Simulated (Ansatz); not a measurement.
## Frequency calculation, with input and output: SiH$_{4}$OF$_{2}$

The run: frequency calculation of SiH$_{4}$OF$_{2}$. Method and program: RKS B3LYP/6-31G* (Ansatz 0.2.0).

It belongs to a series of runs on one base structure; here: vibrations at the highest image of the band.

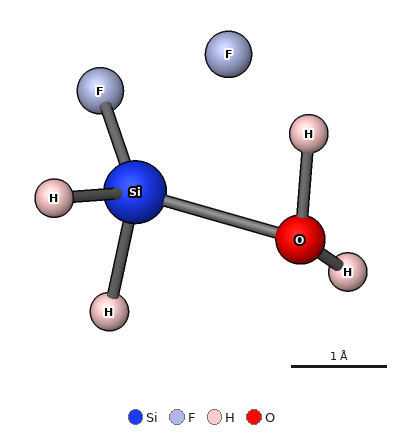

The structure (ball-and-stick view, seen at a tilt). Bond lengths as drawn: F–Si 1.61 Å, H–O 0.97 to 1.17 Å, H–Si 1.48 to 1.50 Å and O–Si 1.84 Å.

## Input file
```yaml
crystal:
  periodic: [false, false, false]
  atoms:
    - { symbol: Si, position_ang: [-0.258623, 0.090044, -0.154171] }
    - { symbol: F, position_ang: [-0.170697, 0.657823, 1.699023] }
    - { symbol: F, position_ang: [1.109577, -0.71135, 0.149786] }
    - { symbol: H, position_ang: [-0.175267, 1.507783, -0.553653] }
    - { symbol: H, position_ang: [-0.688413, -0.661089, -1.375952] }
    - { symbol: O, position_ang: [-1.816247, -0.33218, 0.7216] }
    - { symbol: H, position_ang: [-2.106736, -1.257277, 0.674783] }
    - { symbol: H, position_ang: [-1.221993, 0.076547, 1.638582] }
basis:
  gaussian: { orbitals: "6-31G*" }
hamiltonian:
  xc: b3lyp
phonons: {}
```

Run as:
```bash
ansatz run input.yaml --threads 1 --pin off --max-ram 2048MiB --backend cpu --events-out ev --progress --plain --runs-dir out
```

## Output
```
Engine: ansatz 0.2.0, aarch64-unknown-linux-gnu
Functional definition: B3LYP
  parameter a0 = 0.2
  parameter ax = 0.72
  parameter ac = 0.81
  exchange = (1 - a0 - ax)*slater_x + ax*b88_x + a0*exact_x
  correlation = (1 - ac)*vwn_rpa_c + ac*lyp_c
721 factors; integrals over basis functions are off by at most 4.9e-4 eV
mean field evaluation 1: about -15420.4251 eV, gradient 5.5e1 eV
mean field evaluation 2: about -15415.0521 eV, gradient 8.0e1 eV
mean field evaluation 4: about -15425.0588 eV, gradient 3.2e0 eV
mean field evaluation 8: about -15425.0879 eV, gradient 1.6e-1 eV
mean field -15425.08796033 eV, -566.8615270418 hartree, gradient 1.7e-5 eV, S^2 0.000000; 0 other end points of the search recorded, 0 dependent functions left out
the calculation of the forces begins
reference -15425.08816615 eV, -566.8615346057 hartree; 22, 22 occupied and 50, 50 virtual orbitals, 721 factors
these checks for a lower state are left out or cut short: stability, starts, cluster_reference, orbital_swaps, neighbouring_geometries, increment
721 factors; integrals over basis functions are off by at most 4.9e-4 eV
mean field evaluation 16: about -15425.0731 eV, gradient 1.6e-1 eV
mean field -15425.08783738 eV, -566.8615225235 hartree, gradient 2.6e-6 eV, S^2 0.000000; 0 other end points of the search recorded, 0 dependent functions left out
[... from here on the field's lines of each further geometry are left out, up to the last ...]
the calculation of the forces begins
reference -15425.08813005 eV, -566.8615332790 hartree; 22, 22 occupied and 50, 50 virtual orbitals, 721 factors
these checks for a lower state are left out or cut short: stability, starts, cluster_reference, orbital_swaps, neighbouring_geometries, increment
721 factors; integrals over basis functions are off by at most 4.9e-4 eV
mean field -15425.08791766 eV, -566.8615254738 hartree, gradient 1.7e-6 eV, S^2 0.000000; 0 other end points of the search recorded, 0 dependent functions left out
the calculation of the forces begins
reference -15425.08812345 eV, -566.8615330367 hartree; 22, 22 occupied and 50, 50 virtual orbitals, 721 factors
WARN: phonons: modes at or below zero, which the zero-point energy, F, S and C_V leave out: 1, the lowest at -743.51 cm⁻¹. A minimum has none, and a first-order saddle one
Total energy: -15425.08816615 eV, -566.8615346057 hartree
Atom 0 at    -0.258623     0.090044    -0.154171 Å, force     0.000787     0.004078     0.001059 eV/Å
Atom 1 at    -0.170697     0.657823     1.699023 Å, force    -0.000486     0.000027    -0.003147 eV/Å
Atom 2 at     1.109577    -0.711350     0.149786 Å, force    -0.000649    -0.002665     0.002027 eV/Å
Atom 3 at    -0.175267     1.507783    -0.553653 Å, force     0.000317     0.001608     0.001074 eV/Å
Atom 4 at    -0.688413    -0.661089    -1.375952 Å, force    -0.001408    -0.000821     0.000024 eV/Å
Atom 5 at    -1.816247    -0.332180     0.721600 Å, force    -0.003628    -0.001936    -0.003362 eV/Å
Atom 6 at    -2.106736    -1.257277     0.674783 Å, force     0.001833    -0.000712     0.001058 eV/Å
Atom 7 at    -1.221993     0.076547     1.638582 Å, force     0.003234     0.000421     0.001268 eV/Å
Dipole moment:    -0.554626    -0.308794     0.038619 e Å
Vibrations: -743.51 116.12 329.07 477.68 552.15 646.40 688.15 749.63 772.31 913.04 965.21 1060.03 1092.60 1287.08 1976.17 2186.59 2312.33 3777.22 cm⁻¹, zero-point energy 1.233753 eV
```

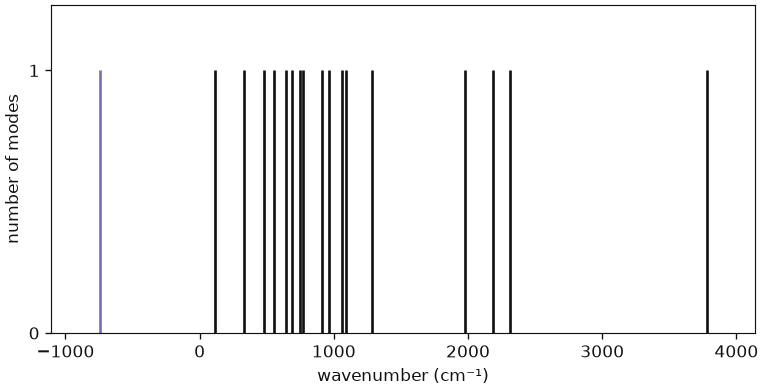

Harmonic vibrational wavenumbers from the force constants; neighbouring modes closer than 21 cm⁻¹ are counted in one stick, and imaginary ones are drawn at negative wavenumbers. 18 modes from 744i to 3777 cm⁻¹, 1 imaginary beyond 8i (744i cm⁻¹): a first-order saddle point, if the geometry is stationary.

## Summary

```csv
quantity,value
outcome,converged
total energy,−15425.0882 eV
mean-field energy,−15425.0882 eV
largest force (length of the vector),0.005 eV/Å
hardware,"1 thread of Arm Neoverse V1, 24 GiB of memory available, shared host"
wall time,83 s
peak memory,0.13 GiB
```
